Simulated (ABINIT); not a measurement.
# CsH (Fm-3m): G0W0 in ABINIT against the screening cutoff in the self-energy

Aim: move the screening cutoff in the self-energy of a G0W0 run on CsH (Fm-3m) over a wide range.

Main program and level: ABINIT 10.8.3; LDA and many-body steps on it, plane waves.

The database entry behind the starting cell differs from later determinations by our own check (0.1 to 0.3 % short, probably kX units), so it need not match the best structure at ambient conditions.

## Step 1: The structure

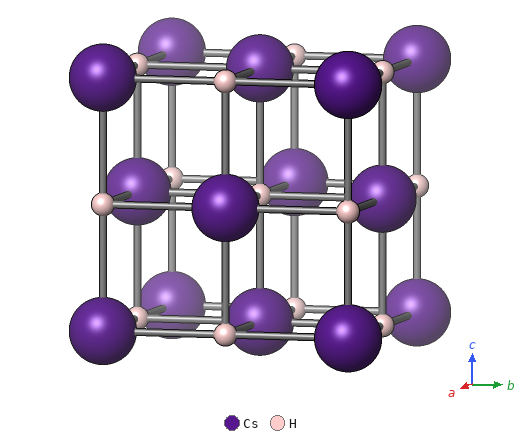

The starting structure, seen slightly off an axis (caesium purple, hydrogen pink). This picture shows the conventional cell, with its axes. Some periodic images of atoms are drawn too.

The cell and positions come from the Crystallography Open Database and are kept as given unless a step says otherwise. Spin-orbit coupling is left out unless a step names it.

## Step 2: Screening, 4×4×4 mesh, 110 bands, screening to 176.9 eV

This step: ABINIT 10.8.3; RPA screening on LDA, plane waves, norm-conserving pseudopotentials.

The RPA dielectric matrix is built and inverted for each q.

run.abi

```
acell 3*1.0 Angstrom
rprim 
  -0.000000000000 3.188000000000 3.188000000000
  3.188000000000 -0.000000000000 3.188000000000
  3.188000000000 3.188000000000 -0.000000000000
ntypat 2
znucl 55 1
natom 2
typat 1 2
xred 
  0.000000000000 0.000000000000 0.000000000000
  0.500000000000 0.500000000000 0.500000000000
pp_dirpath "pseudos"
pseudos "Cs.upf, H.upf"
ecut 31
ngkpt 4 4 4
nshiftk 1
shiftk 0 0 0
kptopt 1
chksymbreak 0
istwfk *1
occopt 1
irdwfk 1
optdriver 3
nband 110
ecuteps 6.5
inclvkb 2
awtr 1
symchi 1
indata_prefix "in"
outdata_prefix "out"
tmpdata_prefix "tmp"
```

Run with:

```console
> OMP_NUM_THREADS=1 mpirun -n 4 abinit run.abi > log
```

Output:

```text
.Version 10.8.3 of ABINIT. v10.8.2 released Aug 2026.

 Symmetries : space group Fm -3 m (#225); Bravais cF (face-center cubic)
[... echo of the input left out ...]
== DATASET  1 ==================================================================
-   mpi_nproc: 4, omp_nthreads: 1 (-1 if OMP is not activated)

--- !DatasetInfo
iteration_state: {dtset: 1, }
dimensions: {natom: 2, nkpt: 8, mband: 110, nsppol: 1, nspinor: 1, nspden: 1, mpw: 3647, }
cutoff_energies: {ecut:  31.0, pawecutdg:  -1.0, }
electrons: {nelect:   1.00000000E+01, charge:   0.00000000E+00, occopt:   1.00000000E+00, tsmear:   1.00000000E-02, }

 SCREENING: Calculation of the susceptibility and dielectric matrices

 Based on a program developped by R.W. Godby, V. Olevano, G. Onida, and L. Reining.
 Incorporated in ABINIT by V. Olevano, G.-M. Rignanese, and M. Torrent.
.Using double precision arithmetic ; gwpc =  8

[... cell and pseudopotentials left out ...]
--------------------------------------------------------------------------------

 ==== K-mesh for the wavefunctions ====
 Number of points in the irreducible wedge :     8
[... list of points left out ...]
 Together with 48 symmetry operations and time-reversal symmetry
 yields    64 points in the full Brillouin Zone.

 ==== Q-mesh for the screening function ====
 Number of points in the irreducible wedge :     8
[... list of points left out ...]
 Together with 48 symmetry operations and time-reversal symmetry
 yields    64 points in the full Brillouin Zone.

 setmesh: FFT mesh size selected  =    32x   32x   32
          total number of points  =        32768

 vcoul_init : cutoff-mode = AUXILIARY_FUNCTION
 q-points for optical limit:   1
     1)      0.000010    0.000020    0.000030

- screening: taking advantage of time-reversal symmetry
- Maximum band index for partially occupied states nbvw = 5
- Remaining bands to be divided among processors   nbcw = 105
- Number of bands treated by each node ~26

 Number of electrons calculated from density =   10.0000; Expected =   10.0000
 average of density, n =  0.022867
 r_s =    2.1856
 omega_plasma =   14.5870 [eV]

 calculating chi0 at frequencies [eV] :
  1    0.000000E+00    0.000000E+00
  2    0.000000E+00    1.458696E+01

--------------------------------------------------------------------------------
  q-point number  1        q = ( 0.000000, 0.000000, 0.000000) [r.l.u.]
--------------------------------------------------------------------------------
[... chi0 elements left out ...]
 For q-point:  0.000010 0.000020 0.000030
  dielectric constant =   3.2452
  dielectric constant without local fields =   3.7605

  Average fulfillment of the sum rule on Im[epsilon] for q-point    1 :     91.24  [%]
[... wings left out ...]
  q-point number  2        q = ( 0.250000, 0.000000, 0.000000) [r.l.u.]
--------------------------------------------------------------------------------
[... chi0 elements left out ...]
  Average fulfillment of the sum rule on Im[epsilon] for q-point    2 :    102.38  [%]

 [... 6 further q-points ...]
```

Wall time 17 s (4 MPI ranks of Arm Neoverse V2, shared host); peak memory 0.97 GiB; 67 s of CPU time.

Numbers from this step:

| Quantity | Value |
| --- | --- |
| ε∞ with local fields, on this mesh, along the program's q direction | 3.245 |
| the same without local fields | 3.760 |
| plasma frequency | 14.59 eV |
| plane waves in the screening matrix | 331 |

Local fields lower ε∞ by 14 %.

## Step 3: 0.7 Ha

This step: G0W0 on LDA, plane waves, norm-conserving pseudopotentials.

run.abi, as its differences from that of step 2:

```diff
@@ -23,8 +23,17 @@
 irdwfk 1
-optdriver 3
+optdriver 4
 nband 110
-ecuteps 6.5
-inclvkb 2
-awtr 1
-symchi 1
+gwcalctyp 0
+ecutsigx 31
+symsigma 1
+nkptgw 2
+kptgw 
+  0.5000000000 0.0000000000 0.0000000000
+  0.0000000000 0.0000000000 0.0000000000
+bdgw 
+  3 8
+  2 8
+ecuteps 0.7
+irdscr 1
+ppmodel 1
 indata_prefix "in"
```

Output:

```text
.Version 10.8.3 of ABINIT. v10.8.2 released Aug 2026.

 Symmetries : space group Fm -3 m (#225); Bravais cF (face-center cubic)
[... echo of the input left out ...]
== DATASET  1 ==================================================================
-   mpi_nproc: 4, omp_nthreads: 1 (-1 if OMP is not activated)

--- !DatasetInfo
iteration_state: {dtset: 1, }
dimensions: {natom: 2, nkpt: 8, mband: 110, nsppol: 1, nspinor: 1, nspden: 1, mpw: 3647, }
cutoff_energies: {ecut:  31.0, pawecutdg:  -1.0, }
electrons: {nelect:   1.00000000E+01, charge:   0.00000000E+00, occopt:   1.00000000E+00, tsmear:   1.00000000E-02, }

 SIGMA: Calculation of the GW corrections

 Based on a program developped by R.W. Godby, V. Olevano, G. Onida, and L. Reining.
 Incorporated in ABINIT by V. Olevano, G.-M. Rignanese, and M. Torrent.
.Using double precision arithmetic ; gwpc =  8

[... cell and pseudopotentials left out ...]
--------------------------------------------------------------------------------

 ==== K-mesh for the wavefunctions ====
 Number of points in the irreducible wedge :     8
[... list of points left out ...]
 Together with 48 symmetry operations and time-reversal symmetry
 yields    64 points in the full Brillouin Zone.

 ==== Q-mesh for screening function ====
 Number of points in the irreducible wedge :     8
[... list of points left out ...]
 Together with 48 symmetry operations and time-reversal symmetry
 yields    64 points in the full Brillouin Zone.

 vcoul_init : cutoff-mode = AUXILIARY_FUNCTION
 q-points for optical limit:   1
     1)      0.000010    0.000020    0.000030
 setmesh: FFT mesh size selected  =    45x   45x   45
          total number of points  =        91125

 Number of electrons calculated from density =   10.0000; Expected =   10.0000
 average of density, n =  0.022867
 r_s =    2.1856
 omega_plasma =   14.5870 [eV]

 === KS Band Gaps ===
  >>>> For spin  1
   Minimum direct gap =   1.9563 [eV], located at k-point      :   0.5000  0.0000  0.0000
   Fundamental gap    =   1.9563 [eV], Top of valence bands at :   0.5000  0.0000  0.0000
                                       Bottom of conduction at :   0.5000  0.0000  0.0000
 SIGMA fundamental parameters:
 PLASMON POLE MODEL  1
 number of plane-waves for SigmaX                 3647
 number of plane-waves for SigmaC and W             15
 number of plane-waves for wavefunctions          3647
 number of bands                                   110
 number of independent spin polarizations            1
 number of spinorial components                      1
 number of k-points in IBZ                           8
 number of q-points in IBZ                           8
 number of symmetry operations                      48
 number of k-points in BZ                           64
 number of q-points in BZ                           64
 number of frequencies for dSigma/dE                 9
 frequency step for dSigma/dE [eV]                0.25
 number of omega for Sigma on real axis              0
 max omega for Sigma on real axis  [eV]           0.00
 zcut for avoiding poles [eV]                     0.10

 EPSILON^-1 parameters (SCR file):
 dimension of the eps^-1 matrix on file            331
 dimension of the eps^-1 matrix used                15
 number of plane-waves for wavefunctions          3647
 number of bands                                   110
 number of q-points in IBZ                           8
 number of frequencies                               2
 number of real frequencies                          1
 number of imag frequencies                          1

 matrix elements of self-energy operator (all in [eV])

 Perturbative Calculation

--- !SelfEnergy_ee
iteration_state: {dtset: 1, }
kpoint     : [   0.500,    0.000,    0.000, ]
spin       : 1
KS_gap     :    1.956
QP_gap     :    3.913
Delta_QP_KS:    1.957
data: !SigmaeeData |
     Band     E0 <VxcDFT>   SigX SigC(E0)      Z dSigC/dE  Sig(E)    E-E0       E
        3  -6.239 -12.949 -17.428   2.595   0.808  -0.238 -14.471  -1.522  -7.762
        4  -6.239 -12.949 -17.428   2.595   0.808  -0.238 -14.471  -1.522  -7.762
        5   1.748 -10.145 -13.340   1.842   0.811  -0.233 -11.243  -1.098   0.650
        6   3.704  -6.808  -2.820  -2.958   0.834  -0.199  -5.949   0.859   4.563
        7   6.327  -8.086  -3.583  -3.036   0.828  -0.207  -6.871   1.216   7.543
        8   6.327  -8.086  -3.583  -3.036   0.828  -0.207  -6.871   1.216   7.543

--- !SelfEnergy_ee
iteration_state: {dtset: 1, }
kpoint     : [   0.000,    0.000,    0.000, ]
spin       : 1
KS_gap     :    6.878
QP_gap     :    9.341
Delta_QP_KS:    2.462
data: !SigmaeeData |
     Band     E0 <VxcDFT>   SigX SigC(E0)      Z dSigC/dE  Sig(E)    E-E0       E
[...]
6   6.764  -8.085  -3.323  -3.246   0.824  -0.214  -6.837   1.248   8.013
        7   6.764  -8.085  -3.323  -3.246   0.824  -0.214  -6.837   1.248   8.013
        8   6.764  -8.085  -3.323  -3.246   0.824  -0.214  -6.837   1.248   8.013

== END DATASET(S) ==============================================================
================================================================================

 -outvars: echo values of variables after computation  --------
           etotal      0.0000000000E+00
            nband         110
             nkpt           8
          spgroup         225
 [... the other variables as echoed above ...]

 Calculation completed.
```

Elapsed: 2.9 s, on 4 MPI ranks; peak memory 0.19 GiB; 11 s of CPU time.

This step gave:

```yaml
g0w0_gap_on_the_points_computed: 3.913 eV
starting_gap_on_the_mesh: 1.956 eV
k_of_the_valence_top: 0.5, 0, 0
k_of_the_conduction_bottom: 0.5, 0, 0
z_at_the_valence_top: 0.811
z_at_the_conduction_bottom: 0.834
least_direct_g0w0_gap_on_the_computed_points: 3.913 eV
```

## Step 4: 1.3 Ha

run.abi, as its differences from that of step 3:

```diff
@@ -35,3 +35,3 @@
   2 8
-ecuteps 0.7
+ecuteps 1.3
 irdscr 1
```

Output:

```text
.Version 10.8.3 of ABINIT. v10.8.2 released Aug 2026.

 Symmetries : space group Fm -3 m (#225); Bravais cF (face-center cubic)
[... echo of the input left out ...]
== DATASET  1 ==================================================================
-   mpi_nproc: 4, omp_nthreads: 1 (-1 if OMP is not activated)

--- !DatasetInfo
iteration_state: {dtset: 1, }
dimensions: {natom: 2, nkpt: 8, mband: 110, nsppol: 1, nspinor: 1, nspden: 1, mpw: 3647, }
cutoff_energies: {ecut:  31.0, pawecutdg:  -1.0, }
electrons: {nelect:   1.00000000E+01, charge:   0.00000000E+00, occopt:   1.00000000E+00, tsmear:   1.00000000E-02, }

 SIGMA: Calculation of the GW corrections

 Based on a program developped by R.W. Godby, V. Olevano, G. Onida, and L. Reining.
 Incorporated in ABINIT by V. Olevano, G.-M. Rignanese, and M. Torrent.
.Using double precision arithmetic ; gwpc =  8

[... cell and pseudopotentials left out ...]
--------------------------------------------------------------------------------

 ==== K-mesh for the wavefunctions ====
 Number of points in the irreducible wedge :     8
[... list of points left out ...]
 Together with 48 symmetry operations and time-reversal symmetry
 yields    64 points in the full Brillouin Zone.

 ==== Q-mesh for screening function ====
 Number of points in the irreducible wedge :     8
[... list of points left out ...]
 Together with 48 symmetry operations and time-reversal symmetry
 yields    64 points in the full Brillouin Zone.

 vcoul_init : cutoff-mode = AUXILIARY_FUNCTION
 q-points for optical limit:   1
     1)      0.000010    0.000020    0.000030
 setmesh: FFT mesh size selected  =    45x   45x   45
          total number of points  =        91125

 Number of electrons calculated from density =   10.0000; Expected =   10.0000
[...]
number of omega for Sigma on real axis              0
 max omega for Sigma on real axis  [eV]           0.00
 zcut for avoiding poles [eV]                     0.10

 EPSILON^-1 parameters (SCR file):
 dimension of the eps^-1 matrix on file            331
 dimension of the eps^-1 matrix used                27
 number of plane-waves for wavefunctions          3647
 number of bands                                   110
 number of q-points in IBZ                           8
 number of frequencies                               2
 number of real frequencies                          1
 number of imag frequencies                          1

 matrix elements of self-energy operator (all in [eV])

 Perturbative Calculation

--- !SelfEnergy_ee
iteration_state: {dtset: 1, }
kpoint     : [   0.500,    0.000,    0.000, ]
spin       : 1
KS_gap     :    1.956
QP_gap     :    3.922
Delta_QP_KS:    1.966
data: !SigmaeeData |
     Band     E0 <VxcDFT>   SigX SigC(E0)      Z dSigC/dE  Sig(E)    E-E0       E
        3  -6.239 -12.949 -17.428   2.551   0.801  -0.249 -14.492  -1.544  -7.783
        4  -6.239 -12.949 -17.428   2.551   0.801  -0.249 -14.492  -1.544  -7.783
        5   1.748 -10.145 -13.340   1.741   0.800  -0.250 -11.308  -1.163   0.584
[...]
--- !SelfEnergy_ee
iteration_state: {dtset: 1, }
kpoint     : [   0.000,    0.000,    0.000, ]
spin       : 1
KS_gap     :    6.878
QP_gap     :    9.321
Delta_QP_KS:    2.443
data: !SigmaeeData |
     Band     E0 <VxcDFT>   SigX SigC(E0)      Z dSigC/dE  Sig(E)    E-E0       E
[...]
7   6.764  -8.085  -3.323  -3.336   0.820  -0.219  -6.915   1.170   7.934
        8   6.764  -8.085  -3.323  -3.336   0.820  -0.219  -6.915   1.170   7.934

== END DATASET(S) ==============================================================
================================================================================

 -outvars: echo values of variables after computation  --------
           etotal      0.0000000000E+00
            nband         110
             nkpt           8
          spgroup         225
 [... the other variables as echoed above ...]

 Calculation completed.
```

Wall time 3 s (4 MPI ranks); peak memory 0.19 GiB; 12 s of CPU time.

Numbers from this step:

* G0W0 gap on the points computed: 3.923 eV
* starting gap on the mesh: 1.956 eV
* k of the valence top: 0.5, 0, 0
* k of the conduction bottom: 0.5, 0, 0
* Z at the valence top: 0.8
* Z at the conduction bottom: 0.832
* least direct G0W0 gap on the computed points: 3.923 eV

## Step 5: 2.3 Ha

The self-energy is evaluated for the states that the input lists, and the levels follow from it, in one-shot runs by the linearised quasiparticle equation.

run.abi, as its differences from that of step 4:

```diff
@@ -35,3 +35,3 @@
   2 8
-ecuteps 1.3
+ecuteps 2.3
 irdscr 1
```

Output:

```text
.Version 10.8.3 of ABINIT. v10.8.2 released Aug 2026.

 Symmetries : space group Fm -3 m (#225); Bravais cF (face-center cubic)
[... echo of the input left out ...]
== DATASET  1 ==================================================================
-   mpi_nproc: 4, omp_nthreads: 1 (-1 if OMP is not activated)

--- !DatasetInfo
iteration_state: {dtset: 1, }
dimensions: {natom: 2, nkpt: 8, mband: 110, nsppol: 1, nspinor: 1, nspden: 1, mpw: 3647, }
cutoff_energies: {ecut:  31.0, pawecutdg:  -1.0, }
[...]
Band     E0 <VxcDFT>   SigX SigC(E0)      Z dSigC/dE  Sig(E)    E-E0       E
[...]
7   6.764  -8.085  -3.323  -3.441   0.817  -0.224  -7.007   1.078   7.843
        8   6.764  -8.085  -3.323  -3.441   0.817  -0.224  -7.007   1.078   7.843

== END DATASET(S) ==============================================================
================================================================================

 -outvars: echo values of variables after computation  --------
           etotal      0.0000000000E+00
            nband         110
             nkpt           8
          spgroup         225
 [... the other variables as echoed above ...]

 Calculation completed.
```

Wall time 3.8 s (4 MPI ranks); peak memory 0.64 GiB.

Numbers from this step:

```
G0W0 gap on the points computed              : 4.003 eV
starting gap on the mesh                     : 1.956 eV
k of the valence top                         : 0.5, 0, 0
k of the conduction bottom                   : 0.5, 0, 0
least direct G0W0 gap on the computed points : 4.003 eV
```

The gap on the mesh goes from 1.96 eV to 4.00 eV, a correction of +2.05 eV.

## Step 6: 3.2 Ha

run.abi, as its differences from that of step 5:

```diff
@@ -35,3 +35,3 @@
   2 8
-ecuteps 2.3
+ecuteps 3.2
 irdscr 1
```

Output:

```text
.Version 10.8.3 of ABINIT. v10.8.2 released Aug 2026.

 Symmetries : space group Fm -3 m (#225); Bravais cF (face-center cubic)
[... echo of the input left out ...]
== DATASET  1 ==================================================================
-   mpi_nproc: 4, omp_nthreads: 1 (-1 if OMP is not activated)

--- !DatasetInfo
iteration_state: {dtset: 1, }
dimensions: {natom: 2, nkpt: 8, mband: 110, nsppol: 1, nspinor: 1, nspden: 1, mpw: 3647, }
cutoff_energies: {ecut:  31.0, pawecutdg:  -1.0, }
[...]
Band     E0 <VxcDFT>   SigX SigC(E0)      Z dSigC/dE  Sig(E)    E-E0       E
[...]
7   6.764  -8.085  -3.323  -3.460   0.816  -0.226  -7.023   1.061   7.826
        8   6.764  -8.085  -3.323  -3.460   0.816  -0.226  -7.023   1.061   7.826

== END DATASET(S) ==============================================================
================================================================================

 -outvars: echo values of variables after computation  --------
           etotal      0.0000000000E+00
            nband         110
             nkpt           8
          spgroup         225
 [... the other variables as echoed above ...]

 Calculation completed.
```

Elapsed: 5 s, on 4 MPI ranks; peak memory 0.58 GiB; 20 s of CPU time.

This step gave:

| Property | Result |
| --- | --- |
| G0W0 gap on the points computed | 4.075 eV |
| starting gap on the mesh | 1.956 eV |
| k of the valence top | 0.5, 0, 0 |
| k of the conduction bottom | 0.5, 0, 0 |
| least direct G0W0 gap on the computed points | 4.075 eV |

Against the run before, the gap moves by +0.072 eV.

(Continued in part 2 of 2.)

[Paths, hosts, dates, memory and timing lines, banners, echoed tables and standing remarks are left out of the program output.]

[Logs are printed without paths, hosts, clocks, repeated set-up lines and the standing remarks that a program may print on its own settings, such as how far it seeks lower states.]

[Runs of the session that timed out or met a known fault of the program may be left out.]

[Hosts, paths, dates, database ids (printed as entryN), source tags and the programs' standing remarks are cut or masked in the printed files.]

[G0W0 gaps are taken among the corrected bands and points alone; a level outside them can change the order at an edge.]

[Where Ansatz stands beside ABINIT at settings called matched, ABINIT's density can come from a denser mesh and the files from another edition; pairs whose starting gaps differed by over 0.03 eV were left out, so agreement reads better than it is.]
